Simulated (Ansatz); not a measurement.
# AlSiH+ (doublet): from Hartree-Fock to the top rungs, cc-pVDZ, part 2 of 2

Ansatz 0.2.0, Gaussian basis; cc-pVDZ, core rule «outside noble gas», up to 10 orbitals frozen. The steps go on from the part before.

### Step 7. CCSDT(Q) on ROHF

File in.yaml:

```yaml
crystal:
  periodic: [false, false, false]
  atoms:
    - {symbol: Si, position_ang: [0.000000, -0.066010, 1.277710]}
    - {symbol: Al, position_ang: [0.000000, 0.014356, -1.367591]}
    - {symbol: H, position_ang: [0.000000, 1.455013, 1.006599]}
basis:
  gaussian: {orbitals: cc-pVDZ}
total_charge: 1
magnetization: {spin_polarized: false, initial_magnetization: 1}
correlation: {method: ccsdt_q, electrons: outside_noble_gas}
```

Started as:

```
$ ansatz run in.yaml --threads 1 --pin off --events-out ev --progress --plain --max-ram 2393MiB
```

The log of the run (excerpt; [...] marks lines left out):

```text
Functional definition: HF
  name "HF"
  cite "Fock, Z. Phys. 61, 126 (1930) doi:10.1007/BF01340294"
  parent pbe
[...]
779 factors; integrals over basis functions are off by at most 1.8e-7 eV
[...]
mean field -14452.14899786 eV, -531.1066796530 hartree, gradient 1.3e-6 eV, S^2 0.750000; 13 other end points of the search recorded, 0 dependent functions left out
[...]
determinant -14452.14899786 eV, -531.1066796530 hartree, with singles and doubles -14456.02383716 eV, -531.2490773707 hartree
determinant -14451.66548284 eV, -531.0889108037 hartree, with singles and doubles -14455.61377015 eV, -531.2340076862 hartree
determinant -14449.72243270 eV, -531.0175050281 hartree, with singles and doubles -14453.64335805 eV, -531.1615963769 hartree
determinant -14448.97729156 eV, -530.9901215963 hartree, with singles and doubles -14453.01328921 eV, -531.1384417743 hartree
determinant -14448.85588925 eV, -530.9856601438 hartree, with singles and doubles -14453.18528266 eV, -531.1447624169 hartree
determinant -14452.14899786 eV, -531.1066796530 hartree, with singles and doubles -14456.02361740 eV, -531.2490692949 hartree
determinant -14451.66548284 eV, -531.0889108037 hartree, with singles and doubles -14455.61310382 eV, -531.2339831988 hartree
10 core orbitals not correlated: weight in the atoms' cores, before any rotation towards them, 1.000 or more for the frozen orbitals, at most 0.000 for the correlated occupied ones
reference -14452.14899786 eV, -531.1066796530 hartree; 4, 3 occupied and 27, 28 virtual orbitals, 779 factors
second order -2.81831653 eV of doubles, -0.10568172 eV of singles
cycle   1  -3.56069565 eV  change   -6.3e-1 eV  update   8.7e-2
[...]
cycle  20  -4.01378469 eV  change   -2.8e-7 eV  update   2.6e-7
perturbative correction -0.00545431 eV, -0.0002004423 hartree
Total energy: -14456.16823686 eV, -531.2543839618 hartree
```

Wall time 11 s (1 thread of AMD EPYC 7B13, shared host).

From the report: correlation -4.0192 eV; T1 0.030; largest double amplitude 0.09.

### Step 8. CCSDT(Q) on UHF

in.yaml, as its differences from that of step 7:

```diff
@@ -9,3 +9,3 @@
 total_charge: 1
-magnetization: {spin_polarized: false, initial_magnetization: 1}
+magnetization: {spin_polarized: true, initial_magnetization: 1}
 correlation: {method: ccsdt_q, electrons: outside_noble_gas}
```

The command is unchanged.

The log of the run (excerpt; [...] marks lines left out):

```text
Functional definition: HF
  name "HF"
  cite "Fock, Z. Phys. 61, 126 (1930) doi:10.1007/BF01340294"
  parent pbe
[...]
779 factors; integrals over basis functions are off by at most 1.8e-7 eV
[...]
mean field -14452.40094652 eV, -531.1159385956 hartree, gradient 3.2e-6 eV, S^2 0.838153; 25 other end points of the search recorded, 0 dependent functions left out
determinant -14452.40094652 eV, -531.1159385956 hartree, with singles and doubles -14456.02913936 eV, -531.2492722230 hartree
determinant -14451.87854560 eV, -531.0967407157 hartree, with singles and doubles -14455.56120254 eV, -531.2320758622 hartree
determinant -14451.87848752 eV, -531.0967385812 hartree, with singles and doubles -14455.56602596 eV, -531.2322531195 hartree
determinant -14451.76976516 eV, -531.0927431083 hartree, with singles and doubles -14455.58487883 eV, -531.2329459498 hartree
[...]
determinant -14451.75863816 eV, -531.0923341985 hartree, with singles and doubles -14455.61587684 eV, -531.2340851054 hartree
determinant -14452.40074470 eV, -531.1159311788 hartree, with singles and doubles -14456.03296301 eV, -531.2494127397 hartree
determinant -14452.40074470 eV, -531.1159311788 hartree, with singles and doubles -14456.03273975 eV, -531.2494045351 hartree
10 core orbitals not correlated: weight in the atoms' cores, before any rotation towards them, 1.000 or more for the frozen orbitals, at most 0.000 for the correlated occupied ones
reference -14452.40074470 eV, -531.1159311788 hartree; 4, 3 occupied and 27, 28 virtual orbitals, 779 factors
second order -2.63144028 eV of doubles, -0.00000000 eV of singles
cycle   1  -3.26073770 eV  change   -6.3e-1 eV  update   8.9e-2
[...]
cycle  19  -3.76271520 eV  change   -4.7e-7 eV  update   2.5e-7
perturbative correction -0.00513819 eV, -0.0001888248 hartree
Total energy: -14456.16859809 eV, -531.2543972368 hartree
```

Run time: 17 s. Hardware: 1 thread of AMD EPYC 7B13, shared host.

From the report: ⟨S²⟩ of the determinant 0.819 (pure doublet: 0.75); correlation -3.7679 eV; T1 0.027; largest double amplitude 0.09.

### Step 9. CASSCF and MRCISD+Q, 7 electrons in 9 orbitals

in.yaml, as its differences from that of step 8:

```diff
@@ -9,3 +9,3 @@
 total_charge: 1
-magnetization: {spin_polarized: true, initial_magnetization: 1}
-correlation: {method: ccsdt_q, electrons: outside_noble_gas}
+magnetization: {spin_polarized: false, initial_magnetization: 1}
+correlation: {method: fic_mrcisd_q, electrons: outside_noble_gas, active_space: {window: {electrons: 7, orbitals: 9}, shells: [{species: Al, l: s, shell: 3}, {species: Al, l: p, shell: 3}, {species: H, l: s, shell: 1}, {species: Si, l: s, shell: 3}, {species: Si, l: p, shell: 3}]}}
```

The command is unchanged.

The log of the run (excerpt; [...] marks lines left out):

```text
Functional definition: HF
  name "HF"
  cite "Fock, Z. Phys. 61, 126 (1930) doi:10.1007/BF01340294"
  parent pbe
[...]
779 factors; integrals over basis functions are off by at most 1.8e-7 eV
[...]
mean field -14452.14899786 eV, -531.1066796530 hartree, gradient 1.3e-6 eV, S^2 0.750000; 9 other end points of the search recorded, 0 dependent functions left out
reference -14452.14899786 eV, -531.1066796530 hartree; 14, 13 occupied and 27, 28 virtual orbitals, 779 factors
state -14454.20511547 eV, -531.1822405813 hartree
contracted CI cycle   1: correlation 0.00000000 eV, 0.0000000000 hartree, residual 8.85e0 eV
contracted CI cycle   2: correlation -1.77503901 eV, -0.0652314806 hartree, residual 2.02e0 eV
contracted CI cycle   3: correlation -1.86148611 eV, -0.0684083527 hartree, residual 4.34e-1 eV
contracted CI cycle   4: correlation -1.86531407 eV, -0.0685490277 hartree, residual 1.08e-1 eV
contracted CI cycle   5: correlation -1.86554515 eV, -0.0685575199 hartree, residual 2.61e-2 eV
contracted CI cycle   6: correlation -1.86555877 eV, -0.0685580205 hartree, residual 6.45e-3 eV
contracted CI cycle   7: correlation -1.86555960 eV, -0.0685580507 hartree, residual 1.55e-3 eV
contracted CI cycle   8: correlation -1.86555965 eV, -0.0685580526 hartree, residual 4.18e-4 eV
state -14454.20511547 eV, -531.1822405813 hartree; corrected -14456.17000525 eV, -531.2544489489 hartree
Total energy: -14456.17000525 eV, -531.2544489489 hartree
Checks for a lower state left out: starts, orbital_swaps
```

Wall time 4.7 s (1 thread of AMD EPYC 7B13, shared host); peak memory 0.35 GiB.

From the report: 5,292 determinants; active occupations 1.98, 1.94, 1.89, 0.99, 0.06, 0.04, 0.04, 0.03, 0.02.

### Step 10. CASSCF and NEVPT2, 7 electrons in 9 orbitals

File in.yaml:

```yaml
crystal:
  periodic: [false, false, false]
  atoms:
    - {symbol: Si, position_ang: [0.000000, -0.066010, 1.277710]}
    - {symbol: Al, position_ang: [0.000000, 0.014356, -1.367591]}
    - {symbol: H, position_ang: [0.000000, 1.455013, 1.006599]}
basis:
  gaussian: {orbitals: cc-pVDZ}
total_charge: 1
magnetization: {spin_polarized: false, initial_magnetization: 1}
correlation: {method: sc_nevpt2, electrons: outside_noble_gas, active_space: {window: {electrons: 7, orbitals: 9}, shells: [{species: Al, l: s, shell: 3}, {species: Al, l: p, shell: 3}, {species: H, l: s, shell: 1}, {species: Si, l: s, shell: 3}, {species: Si, l: p, shell: 3}]}}
```

The command is unchanged.

The log of the run (excerpt; [...] marks lines left out):

```text
Functional definition: HF
  name "HF"
  cite "Fock, Z. Phys. 61, 126 (1930) doi:10.1007/BF01340294"
  parent pbe
[...]
779 factors; integrals over basis functions are off by at most 1.8e-7 eV
[...]
mean field -14452.14899786 eV, -531.1066796530 hartree, gradient 1.3e-6 eV, S^2 0.750000; 9 other end points of the search recorded, 0 dependent functions left out
reference -14452.14899786 eV, -531.1066796530 hartree; 14, 13 occupied and 27, 28 virtual orbitals, 779 factors
state -14454.20511547 eV, -531.1822405813 hartree
state -14454.20511547 eV, -531.1822405813 hartree; corrected -14455.61135729 eV, -531.2339190149 hartree
Total energy: -14455.61135729 eV, -531.2339190149 hartree
Checks for a lower state left out: starts, orbital_swaps
```

It took 3.1 s on 1 thread of AMD EPYC 7B13, shared host.

From the report: 5,292 determinants; active occupations 1.98, 1.94, 1.89, 0.99, 0.06, 0.04, 0.04, 0.03, 0.02.

### Step 11. Natural occupations

Natural occupations of the CASSCF valence state about the gap (report; correlated orbitals 1 to 9): 1.977, 1.938, 1.888, 0.992, 0.061, 0.042, 0.042, 0.035, 0.024. The count of effectively unpaired electrons, Σ n²(2 − n)², is 1.10; a single determinant of this spin has 1.

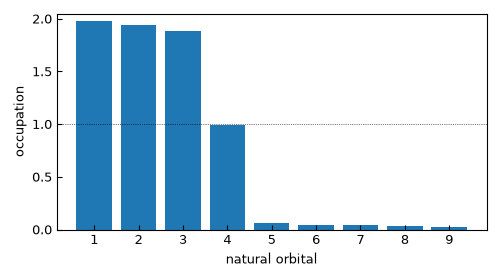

Natural occupations of the CASSCF valence state.

### Step 12. Misses and costs

The yardstick is UCCSDT(Q), where the cluster series has nearly closed. Rows without a time come out of other runs: HF, MP2 and CCSD of CCSD(T), CCSDT of CCSDT(Q), CASSCF and MRCISD of the multireference runs. The times of RCCSD(T), UCCSD(T) include forces.

Differences are taken before rounding.

```tsv
method	energy from the lowest ROHF (meV)	from UCCSDT(Q) (meV)	time
ROHF	0.0	+4019.6	
UHF	-251.9	+3767.7	1.3 s
RMP2	-2924.0	+1095.7	
UMP2	-2883.1	+1136.5	
CISD	-3611.7	+407.9	1 s
RCCSD	-3874.6	+145.0	
UCCSD	-3883.7	+135.9	
RCCSD(T)	-3984.9	+34.7	4.8 s
UCCSD(T)	-3984.5	+35.1	9 s
BCCD(T)	-3984.3	+35.3	4 s
RCCSDT	-4013.8	+5.8	
UCCSDT	-4014.5	+5.1	
RCCSDT(Q)	-4019.3	+0.4	11 s
UCCSDT(Q)	-4019.6	0	17 s
CASSCF valence	-2056.1	+1963.5	
NEVPT2 valence	-3462.4	+557.2	3.1 s
MRCISD valence	-3921.7	+97.9	
MRCISD+Q valence	-4021.0	-1.4	4.7 s
```

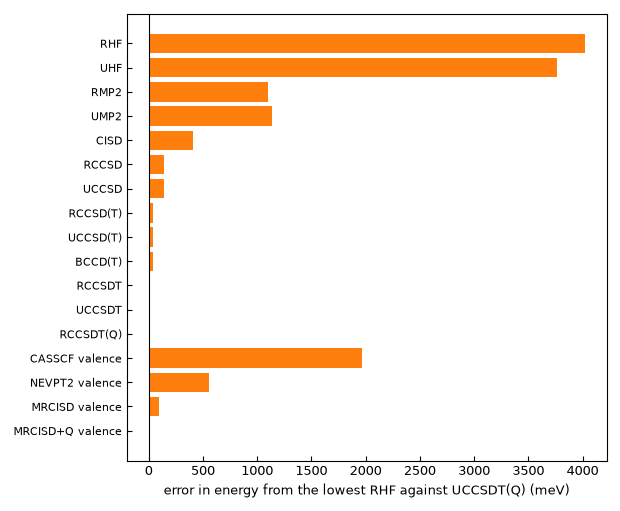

Deviations from UCCSDT(Q), method by method.

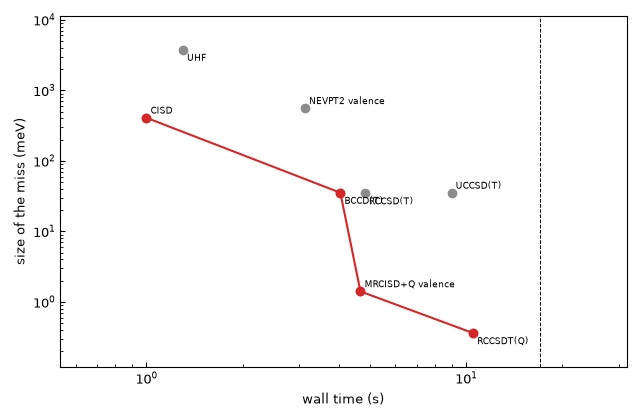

Accuracy for the time spent; red marks the levels that beat every quicker one drawn (of those quicker than the yardstick), and the dashed line is the time of UCCSDT(Q). Times are from a shared host.

### Step 13. What came out

The summary covers parts 1 to 2.

```
                         quantity                                                                     value
    UCCSDT(Q) from the ROHF energy                                                                -4.0196 eV
              RMP2 from UCCSDT(Q)                                                               +1095.7 meV
              UMP2 from UCCSDT(Q)                                                               +1136.5 meV
             RCCSD from UCCSDT(Q)                                                                +145.0 meV
          RCCSD(T) from UCCSDT(Q)                                                                 +34.7 meV
          UCCSD(T) from UCCSDT(Q)                                                                 +35.1 meV
         RCCSDT(Q) from UCCSDT(Q)                                                                  +0.4 meV
    NEVPT2 valence from UCCSDT(Q)                                                                +557.2 meV
  MRCISD+Q valence from UCCSDT(Q)                                                                  -1.4 meV
levels within 1 kcal/mol (43 meV)  RCCSD(T), UCCSD(T), BCCD(T), RCCSDT, UCCSDT, RCCSDT(Q), MRCISD+Q valence
                    T1 diagnostic                                                                     0.030
   effectively unpaired electrons                                                                      1.10
```

In words: RCCSD(T) lands +34.7 meV from the yardstick (0.9 % of the correlation energy). One determinant dominates. Of the multireference levels listed MRCISD+Q valence comes nearest in total energy (-1.4 meV), which doesn't show that its space is the better one. These misses are within one basis, not against nature; the frozen cores of restricted and unrestricted runs differ, which can shift their rows.

With open shells the CI space here admits some triples and quadruples, so it is larger than plain CISD.

RCCSDT(Q) reaches 0.4 meV from the reference in 11 s, where UCCSDT(Q) took 17 s; the quickest level in the cost chart, CISD, takes 1 s and misses by 407.9 meV.
